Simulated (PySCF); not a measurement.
**C2H5BrSn (SMILES C[CH2][Sn][Br]): levels of theory compared**

Wanted: a comparison of 6 runs (HF/def2-SVP, B3LYP/3-21G, BLYP/def2-SVP, PBE0/def2-SVP, BLYP/def2-TZVP, CAM-B3LYP/def2-TZVP) of C2H5BrSn. The job is set up through a Python script.

Program for the calculation: PySCF 2.14.0.

## Step 1: Starting point

The species is C2H5BrSn (9 atoms), meant as a singlet with charge 0. As SMILES, `C[CH2][Sn][Br]`. Geometry: relaxed at PBE0-D4/def2-TZVP. This is one conformer, not always the lowest.

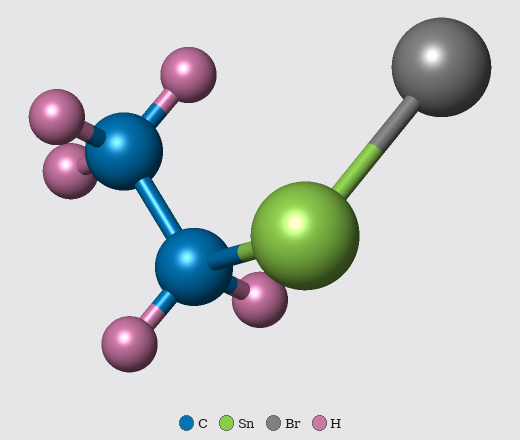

Viewed from a chosen angle; carbon blue, tin green, bromine grey, hydrogen pink.

## Step 2: Energy and forces at HF/def2-SVP (core potential) (run 1)

Input file job.py:

```python
from pyscf import gto, scf

mol = gto.Mole()
mol.atom = '''
C     -0.336700     0.919400     0.155300
C      0.397900    -0.334000     0.616400
Sn     1.443500    -1.404300    -0.986800
Br    -0.655100    -1.827900    -2.349500
H     -1.086100     0.681200    -0.602800
H     -0.852000     1.412000     0.985600
H      0.344500     1.658500    -0.277700
H      1.137700    -0.098600     1.389100
H     -0.305300    -1.052600     1.053200
'''
mol.basis = 'def2-svp'
mol.verbose = 4
mol.max_memory = 1860
mol.spin = 0
mol.ecp = {'Sn': 'def2-svp'}
mol.build()

mf = scf.RHF(mol)
mf.conv_tol = 1e-10
mf.kernel()
if not mf.converged:
    mf = mf.newton().run(mf.mo_coeff, mf.mo_occ)

energy = mf.e_tot
print('Final energy', energy)
grad = mf.nuc_grad_method().kernel()
mf.analyze()
```

The run is started by

```console
OMP_NUM_THREADS=1 python job.py
```

Output:

```text
PySCF version 2.14.0

[... 89 lines left out ...]
Two-electron Coulomb Energy =         1673.165496905355212
[... 15 lines left out ...]
MO #13  energy= -4.0762364234218   occ= 2
[... 13 lines left out ...]
MO #27  energy= -0.964633412212841 occ= 2
[... 13 lines left out ...]
MO #41  energy= 0.193343111232426  occ= 0
[... 13 lines left out ...]
MO #55  energy= 0.622107577044268  occ= 0
[... 13 lines left out ...]
MO #69  energy= 0.922473383072458  occ= 0
[... 13 lines left out ...]
MO #83  energy= 1.99138475973374   occ= 0
[... 13 lines left out ...]
MO #97  energy= 2.89009098725015   occ= 0
[... 13 lines left out ...]
MO #111 energy= 52.3410658430443   occ= 0
[... 123 lines left out ...]
Dipole moment(X, Y, Z, Debye):  2.14246,  0.84466,  2.18304
```

It took 23 s on 1 thread of Intel Xeon at 2.70GHz, shared host; peak memory 0.26 GiB.

## Step 3: Energy and gradient at B3LYP/3-21G (run 2)

Input file job.py:

```python
import pyscf.grad
from pyscf import gto, dft

mol = gto.M(
    atom='''
C   -0.336700   0.919400   0.155300
C    0.397900  -0.334000   0.616400
Sn   1.443500  -1.404300  -0.986800
Br  -0.655100  -1.827900  -2.349500
H   -1.086100   0.681200  -0.602800
H   -0.852000   1.412000   0.985600
H    0.344500   1.658500  -0.277700
H    1.137700  -0.098600   1.389100
H   -0.305300  -1.052600   1.053200
''',
    basis='3-21g',
    max_memory=1860,
    verbose=3,
)

ks = dft.RKS(mol)
ks.xc = 'b3lyp'
ks.grids.level = 5
ks.conv_tol = 1e-10
ks.kernel()
if not ks.converged:
    ks = ks.newton().run(ks.mo_coeff, ks.mo_occ)

e_tot = ks.e_tot
print('E(%s) = %.9f' % ('B3LYP', e_tot))
grad = ks.Gradients().kernel()
ks.analyze()
```

The run is started by

```console
OMP_NUM_THREADS=1 python job.py
```

Output:

```text
converged SCF energy = -8639.47870914338
[... 10 lines left out ...]
MO #1   energy= -1024.28122351696  occ= 2
[... 9 lines left out ...]
MO #11  energy= -29.5882009633167  occ= 2
[... 9 lines left out ...]
MO #21  energy= -10.1117337237656  occ= 2
[... 9 lines left out ...]
MO #31  energy= -2.46204540605929  occ= 2
[... 9 lines left out ...]
MO #41  energy= -0.737070449375899 occ= 2
[... 9 lines left out ...]
MO #51  energy= -0.218226899506586 occ= 2
[... 9 lines left out ...]
MO #61  energy= 0.241386833663002  occ= 0
[... 9 lines left out ...]
MO #71  energy= 0.809364137608536  occ= 0
[... 9 lines left out ...]
MO #81  energy= 1.9815843971786    occ= 0
[... 10 lines left out ...]
Dipole moment(X, Y, Z, Debye):  1.67255,  0.79403,  1.97658
```

Run time: 41 s. Hardware: 1 thread of Intel Xeon at 2.70GHz, shared host; peak memory 0.8 GiB.

Run 3 isn't shown in full; the table further down has it.

## Step 4: Energy and forces at PBE0/def2-SVP (core potential) (run 4)

Input file run.py:

```python
# C[CH2][Sn][Br]
from pyscf import gto, dft

mol = gto.M(
    atom='''
C     -0.636271     1.737414     0.293474
C      0.751922    -0.631169     1.164827
Sn     2.727820    -2.653742    -1.864782
Br    -1.237960    -3.454230    -4.439912
H     -2.052432     1.287281    -1.139127
H     -1.610047     2.668293     1.862514
H      0.651011     3.134111    -0.524777
H      2.149941    -0.186327     2.625019
H     -0.576933    -1.989126     1.990260
''',
    spin=0,
    ecp={'Sn': 'def2-svp'},
    max_memory=1860,
    basis='def2-svp',
    unit='bohr',
    verbose=3,
    charge=0,
)

mf = dft.RKS(mol, xc='pbe0')
mf.conv_tol = 1e-10
mf.grids.level = 5
mf.kernel()
if not mf.converged:
    mf = mf.newton().run(mf.mo_coeff, mf.mo_occ)

e_tot = mf.e_tot
print(f'total energy: {e_tot:.8f} hartree')
grad = mf.nuc_grad_method().kernel()
mf.analyze()
```

The run is started by

```console
OMP_NUM_THREADS=1 python run.py
```

Output:

```text
converged SCF energy = -2866.95993568263
[... 16 lines left out ...]
MO #7   energy= -10.2284043981147  occ= 2
[... 12 lines left out ...]
MO #20  energy= -2.63386830573268  occ= 2
[... 12 lines left out ...]
MO #33  energy= -0.361465533139972 occ= 2
[... 12 lines left out ...]
MO #46  energy= 0.182551816104476  occ= 0
[... 12 lines left out ...]
MO #59  energy= 0.542350483794274  occ= 0
[... 12 lines left out ...]
MO #72  energy= 0.742809875221535  occ= 0
[... 12 lines left out ...]
MO #85  energy= 1.76993692146011   occ= 0
[... 12 lines left out ...]
MO #98  energy= 2.74194302388494   occ= 0
[... 12 lines left out ...]
MO #111 energy= 51.8142406541611   occ= 0
[... 10 lines left out ...]
Dipole moment(X, Y, Z, Debye):  1.89581,  0.73231,  1.91998
```

Run time: 96 s. Hardware: 1 thread of Intel Xeon at 2.70GHz, shared host; peak memory 1.1 GiB.

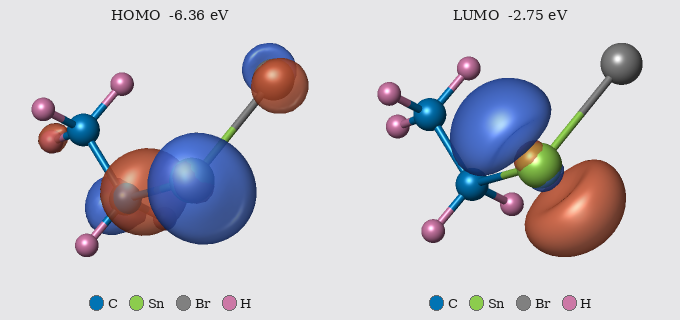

Frontier orbitals of this run, surfaces at ±0.2 Å^-3/2.

Run 5 isn't shown in full; the table further down has it.

## Step 5: Energy and forces at CAM-B3LYP/def2-TZVP (core potential) (run 6)

Input file input.py:

```python
from pyscf import gto, dft

mol = gto.M(
    atom='''
C   -0.336700   0.919400   0.155300
C    0.397900  -0.334000   0.616400
Sn   1.443500  -1.404300  -0.986800
Br  -0.655100  -1.827900  -2.349500
H   -1.086100   0.681200  -0.602800
H   -0.852000   1.412000   0.985600
H    0.344500   1.658500  -0.277700
H    1.137700  -0.098600   1.389100
H   -0.305300  -1.052600   1.053200
''',
    ecp={'Sn': 'def2-svp'},
    max_memory=1860,
    basis='def2-tzvp',
    verbose=3,
)

calc0 = dft.RKS(mol, xc='cam-b3lyp')
calc0.conv_tol = 1e-10
calc0.grids.level = 5
calc0.kernel()
if not calc0.converged:
    calc0 = calc0.newton().run(calc0.mo_coeff, calc0.mo_occ)

etot = calc0.e_tot
print(f'total energy: {etot:.8f} hartree')
grad = calc0.nuc_grad_method().kernel()
calc0.analyze()
```

The run is started by

```console
OMP_NUM_THREADS=1 python input.py
```

Output:

```text
converged SCF energy = -2867.81607188733
[... 15 lines left out ...]
MO #6   energy= -10.2387265340655  occ= 2
[... 22 lines left out ...]
MO #29  energy= -0.534059061442043 occ= 2
[... 22 lines left out ...]
MO #52  energy= 0.233851037806977  occ= 0
[... 22 lines left out ...]
MO #75  energy= 0.639045585810383  occ= 0
[... 22 lines left out ...]
MO #98  energy= 1.2029778559456    occ= 0
[... 22 lines left out ...]
MO #121 energy= 1.76893516525021   occ= 0
[... 22 lines left out ...]
MO #144 energy= 2.55400799818269   occ= 0
[... 22 lines left out ...]
MO #167 energy= 3.80635781368045   occ= 0
[... 22 lines left out ...]
MO #190 energy= 112.735888487219   occ= 0
[... 1 line left out ...]
WARN: Weak orthogonality for localized orbitals 2.0665743964641557e-09

 ** Mulliken atomic charges  **
charge of    0C =     -0.33709
charge of    1C =     -1.06269
charge of    2Sn =      1.72379
charge of    3Br =     -0.84391
charge of    4H =      0.11879
charge of    5H =      0.10625
charge of    6H =      0.09925
charge of    7H =      0.09240
charge of    8H =      0.10321
Dipole moment(X, Y, Z, Debye):  2.16234,  0.73018,  1.98751
```

Run time: 7.1 min. Hardware: 1 thread of Intel Xeon at 2.70GHz, shared host; peak memory 2.8 GiB.

## Step 6: All runs side by side

| run | level | core potential | integration grid | energy (Eh) | dipole moment (D) | HOMO energy (eV) | LUMO energy (eV) | wall time |
| --- | --- | --- | --- | --- | --- | --- | --- | --- |
| 1 | HF/def2-SVP (core potential) | def2-svp | – | -2864.084595 | 3.17 | -8.56 | 0.01 | 23 s |
| 2 | B3LYP/3-21G | – | 5 | -8639.478709 | 2.71 | -5.94 | -2.89 | 41 s |
| 3 | BLYP/def2-SVP (core potential) | def2-svp | 5 | -2867.266726 | 2.41 | -5.13 | -3.30 | 68 s |
| 4 | PBE0/def2-SVP (core potential) | def2-svp | 5 | -2866.959936 | 2.80 | -6.36 | -2.75 | 96 s |
| 5 | BLYP/def2-TZVP (core potential) | def2-svp | 5 | -2867.685323 | 2.70 | -5.28 | -3.43 | 3.4 min |
| 6 | CAM-B3LYP/def2-TZVP (core potential) | def2-svp | 5 | -2867.816072 | 3.03 | -7.65 | -1.91 | 7.1 min |

## Step 7: What came out

```
                       quantity           value
            run 6: total energy  -2867.81607 Eh
           run 6: dipole moment          3.03 D
             run 6: HOMO energy        -7.65 eV
             run 6: LUMO energy        -1.91 eV
           run 6: HOMO–LUMO gap         5.74 eV
run 6: largest force on an atom      0.151 eV/Å
```

In words: The dipole moment (its size) runs from 2.41 D (BLYP/def2-SVP) to 3.17 D (HF/def2-SVP). The HOMO–LUMO gap runs from 1.83 eV (BLYP/def2-SVP) to 8.58 eV (HF/def2-SVP). Exact exchange widens orbital gaps. Totals of different functionals can't be ranked against each other. Some runs of one species differ in core potentials or relativity; totals across that change don't compare. In run 2 relativity is left out where basis or elements ask for it. All runs together took 14 min, the longest 7.1 min.
